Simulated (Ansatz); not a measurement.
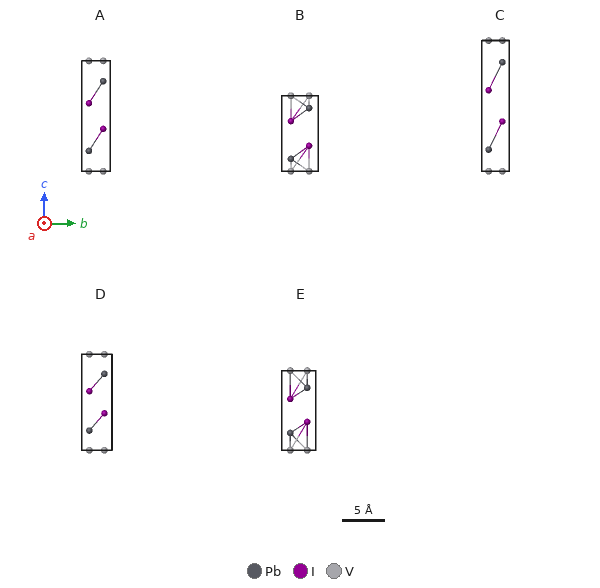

5 geometries from one relaxation of solid VPbI (a generated structure, set up in P4/nmm), in shuffled order. The picture is a ball-and-stick view of the cell of the calculation, seen along the a axis.

The start is a swapped structure.

Theory: DFT, PAW plane waves, PBEsol in Ansatz. Set-up: plane-wave cutoff 420 eV; k-point mesh 6 × 6 × 4; occupations gaussian; smearing width 0.0104 eV; no spin polarisation; cell and atoms relaxed; force threshold 0.03 eV/Å; at most 80 steps.

> Put them in the order of the run, from the start to the converged end.

B, E, D, A, C. They are steps 0, 6, 12, 28, 48, at +3.341 eV per cell of the calculation, +2.377 eV per cell of the calculation, +0.705 eV per cell of the calculation, +0.204 eV per cell of the calculation relative to the last. The largest moves relative to the cell, 0.68 Å, are those of I atoms. Largest moves by element: I 0.68 Å, Pb 0.02 Å. V stays in place. The volume changes by −1.9 %, with a = b 4.346 → 3.273 Å (−24.7 %), c 9.026 → 15.614 Å (+73.0 %). Near-neighbour distances that change, for instance: I–V 3.738 → 6.167 Å, I–I 4.346 → 3.273 Å, V–V 3.073 → 2.315 Å, I–Pb 3.448 → 4.082 Å. The space group stays P4/nmm (No. 129). After 41 accepted moves (48 points after the start) the energy has fallen by 3.341 eV per cell of the calculation. Largest force component: 1.3 eV/Å at the start, 0.0024 eV/Å at the end. The pressure goes from 3.60 to −0.03 GPa. The line search rejected the trial steps at points 11, 21, 32 of the run. The SCF was repeated 4 times at an unchanged geometry on a basis and grid sized afresh for the cell, which shifted the energy by 0.159 eV per cell of the calculation at most.
